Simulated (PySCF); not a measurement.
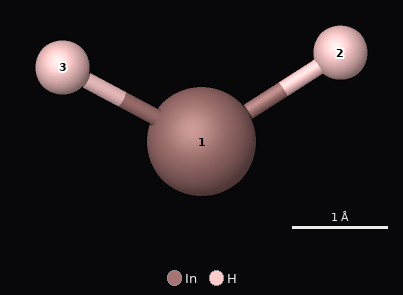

*The structure (ball-and-stick view, seen at a tilt; atoms are numbered from 1 in the order of the input). Sticks mark near contacts.*

**Polarizability calculation of InH2**

- system: InH2, multiplicity 2
- method: HF/def2-QZVPP, UHF, core potentials def2-svp (PySCF 2.14.0)

The geometry comes from this level: PBE0-D4/def2-TZVP.

What the program printed:
```
PySCF version 2.14.0

[INPUT] num. atoms = 3
[INPUT] num. electrons = 23
[INPUT] charge = 0
[INPUT] spin (= nelec alpha-beta = 2S) = 1
[INPUT] symmetry False subgroup None
[INPUT] Mole.unit = angstrom
[INPUT] Symbol           X                Y                Z      unit          X                Y                Z       unit  Magmom
[INPUT]  1 In     0.384600000000  -0.425400000000   0.149800000000 AA    0.726788667508  -0.803889493390   0.283080973460 Bohr   0.0
[INPUT]  2 H      0.691300000000   1.265400000000   0.521600000000 AA    1.306367669912   2.391259438025   0.985681146573 Bohr   0.0
[INPUT]  3 H     -1.086900000000  -0.904800000000  -0.684700000000 AA   -2.053943324790  -1.709824197506  -1.293895477490 Bohr   0.0

nuclear repulsion = 12.8141949714982
number of shells = 42
number of NR pGTOs = 217
number of NR cGTOs = 142
basis = def2-qzvpp
ecp = {'In': 'def2-svp'}

******** <class 'pyscf.scf.uhf.UHF'> ********
method = UHF
initial guess = minao
damping factor = 0
level_shift factor = 0
DIIS = <class 'pyscf.scf.diis.CDIIS'>
diis_start_cycle = 1
diis_space = 8
diis_damp = 0
SCF conv_tol = 1e-10
SCF conv_tol_grad = None
SCF max_cycles = 50
direct_scf = True
direct_scf_tol = 1e-13
number electrons alpha = 12  beta = 11
Set gradient conv threshold to 1e-05
init E= -155.998106991745
  alpha nocc = 12  HOMO = -0.488495239121741  LUMO = -0.382723434216152
  beta  nocc = 11  HOMO = -0.675506504621754  LUMO = -0.488495239121741

WARN: HOMO -0.488495239121741 >= LUMO -0.488495239121741

cycle= 1 E= -189.935436278078  delta_E= -33.9  |g|= 1.35  |ddm|= 22.3
  alpha nocc = 12  HOMO = -0.184981847117136  LUMO = 0.0445613701021841
  beta  nocc = 11  HOMO = -0.298397212225688  LUMO = 0.0419700822301308
  HOMO = -0.184981847117  LUMO = 0.0419700822301  gap/eV = 6.17568
cycle= 2 E= -190.226224505416  delta_E= -0.291  |g|= 0.646  |ddm|= 1.58
  alpha nocc = 12  HOMO = -0.272912823083497  LUMO = 0.0232924973525739
  beta  nocc = 11  HOMO = -0.369045155414256  LUMO = 0.0132034177630311
  HOMO = -0.272912823083  LUMO = 0.013203417763  gap/eV = 7.78562
cycle= 3 E= -190.323742207732  delta_E= -0.0975  |g|= 0.0789  |ddm|= 0.537
  alpha nocc = 12  HOMO = -0.280787484790238  LUMO = 0.0211639667490617
  beta  nocc = 11  HOMO = -0.376691574477904  LUMO = 0.0152643321027996
  HOMO = -0.28078748479  LUMO = 0.0152643321028  gap/eV = 8.05598
cycle= 4 E= -190.326600666836  delta_E= -0.00286  |g|= 0.0133  |ddm|= 0.0955
  alpha nocc = 12  HOMO = -0.285231625327537  LUMO = 0.0201400695726936
  beta  nocc = 11  HOMO = -0.381895116847516  LUMO = 0.0165974367750001
  HOMO = -0.285231625328  LUMO = 0.016597436775  gap/eV = 8.21319
cycle= 5 E= -190.327074643182  delta_E= -0.000474  |g|= 0.00407  |ddm|= 0.0493
  alpha nocc = 12  HOMO = -0.285302630135256  LUMO = 0.0202319846922764
  beta  nocc = 11  HOMO = -0.383081228017386  LUMO = 0.0171717981980116
  HOMO = -0.285302630135  LUMO = 0.017171798198  gap/eV = 8.23075
cycle= 6 E= -190.327126734499  delta_E= -5.21e-05  |g|= 0.00233  |ddm|= 0.0128
  alpha nocc = 12  HOMO = -0.285327012003128  LUMO = 0.0203266100263335
  beta  nocc = 11  HOMO = -0.383645855201838  LUMO = 0.0172933301733293
  HOMO = -0.285327012003  LUMO = 0.0172933301733  gap/eV = 8.23472
cycle= 7 E= -190.327140680416  delta_E= -1.39e-05  |g|= 0.00129  |ddm|= 0.00583
  alpha nocc = 12  HOMO = -0.285169784001929  LUMO = 0.0203832942670216
  beta  nocc = 11  HOMO = -0.384359621351531  LUMO = 0.0173193556491398
  HOMO = -0.285169784002  LUMO = 0.0173193556491  gap/eV = 8.23115
cycle= 8 E= -190.327147121269  delta_E= -6.44e-06  |g|= 0.000468  |ddm|= 0.00521
  alpha nocc = 12  HOMO = -0.285139884752756  LUMO = 0.0203896932618384
  beta  nocc = 11  HOMO = -0.384648091002878  LUMO = 0.0172345891847932
  HOMO = -0.285139884753  LUMO = 0.0172345891848  gap/eV = 8.22803
cycle= 9 E= -190.327147923552  delta_E= -8.02e-07  |g|= 0.000117  |ddm|= 0.00227
  alpha nocc = 12  HOMO = -0.285124352349335  LUMO = 0.0204028869126431
  beta  nocc = 11  HOMO = -0.38468541831126  LUMO = 0.0172448964870797
  HOMO = -0.285124352349  LUMO = 0.0172448964871  gap/eV = 8.22789
cycle= 10 E= -190.32714796031  delta_E= -3.68e-08  |g|= 4.27e-05  |ddm|= 0.000381
  alpha nocc = 12  HOMO = -0.285127978169138  LUMO = 0.0204058212467652
  beta  nocc = 11  HOMO = -0.384702812444279  LUMO = 0.0172476116686757
  HOMO = -0.285127978169  LUMO = 0.0172476116687  gap/eV = 8.22806
cycle= 11 E= -190.327147965222  delta_E= -4.91e-09  |g|= 9.2e-06  |ddm|= 0.00015
  alpha nocc = 12  HOMO = -0.285127452093352  LUMO = 0.0204059120022724
  beta  nocc = 11  HOMO = -0.384704827253221  LUMO = 0.0172478875091313
  HOMO = -0.285127452093  LUMO = 0.0172478875091  gap/eV = 8.22805
cycle= 12 E= -190.327147965408  delta_E= -1.86e-10  |g|= 2.86e-06  |ddm|= 2.01e-05
  alpha nocc = 12  HOMO = -0.285127409373687  LUMO = 0.0204057226591223
  beta  nocc = 11  HOMO = -0.38470561972369  LUMO = 0.017247792034878
  HOMO = -0.285127409374  LUMO = 0.0172477920349  gap/eV = 8.22805
cycle= 13 E= -190.32714796543  delta_E= -2.12e-11  |g|= 5.92e-07  |ddm|= 8.55e-06
  alpha nocc = 12  HOMO = -0.285127324484703  LUMO = 0.0204056989265377
  beta  nocc = 11  HOMO = -0.384705703996282  LUMO = 0.0172477924923211
  HOMO = -0.285127324485  LUMO = 0.0172477924923  gap/eV = 8.22805
```

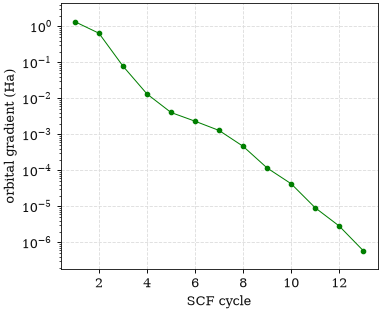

*Convergence of the self-consistent field: orbital gradient against the SCF cycle.*

The residual falls at every step.

```
Extra cycle  E= -190.327147965432  delta_E= -1.93e-12  |g|= 2.99e-07  |ddm|= 1.37e-06
converged SCF energy = -190.327147965432  <S^2> = 0.75858725  2S+1 = 2.0085689
E(HF) = -190.327147965
Isotropic polarizability 49.0739681688
Polarizability anisotropy 2.32943465322
isotropic polarizability 49.0740 bohr^3
```

This output came from the following input.

Input file (job.py):
```python
import numpy
from pyscf import gto
from pyscf.prop.polarizability import uhf

mol = gto.M(
    atom='mol.xyz',
    charge=0,
    verbose=4,
    max_memory=1860,
    basis='def2-qzvpp',
    spin=1,
    ecp={'In': 'def2-svp'},
)

mf = mol.UHF()
mf.conv_tol = 1e-10
mf.kernel()
if not mf.converged:
    mf = mf.newton().run(mf.mo_coeff, mf.mo_occ)

e_final = mf.e_tot
print('E(%s) = %.9f' % ('HF', e_final))
pol = uhf.Polarizability(mf)
alpha = pol.polarizability()
print('isotropic polarizability %.4f bohr^3' % (numpy.trace(alpha) / 3))
alpha_w = pol.polarizability_with_freq(freq=0.0774)
beta = pol.hyper_polarizability()
```

File mol.xyz:
```
3

In     0.384600    -0.425400     0.149800
H      0.691300     1.265400     0.521600
H     -1.086900    -0.904800    -0.684700
```

Launched with:
```bash
OMP_NUM_THREADS=1 python job.py
```

Key numbers:

```csv
quantity,value
outcome,converged
total energy,−190.327148 hartree
basis functions,142
⟨S²⟩,0.759
dipole moment,0.51 D
hardware,"1 thread of Arm Neoverse N1, 24 GiB of memory available, shared host"
wall time,90 s
peak memory,0.53 GiB
```

Notes:

The record of the run, not the program, notes: logged alpha LUMO and gap are faulty.
